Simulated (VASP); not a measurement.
Band structure of AsN (space group P6_3/mmc). These are PBE GGA, VASP's PBE PAW potentials (set 64) (plane waves; VASP) values and carry that method's errors.

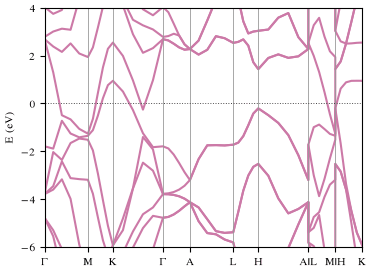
Fig. 1. Bands along high-symmetry lines, zero at the valence-band maximum or, without a gap, the Fermi level

Question: Read the plot: is there a gap, and where are the band edges?

Answer: It has no gap at this level: it comes out as a metal or semimetal.

The structure was generated: AsN was put into an ordered model structure, which need not be its known phase. The cell was not relaxed at this level. The k-mesh is coarse (spacing up to 0.37 per Å, 2π included), so the numbers may not be converged in it.
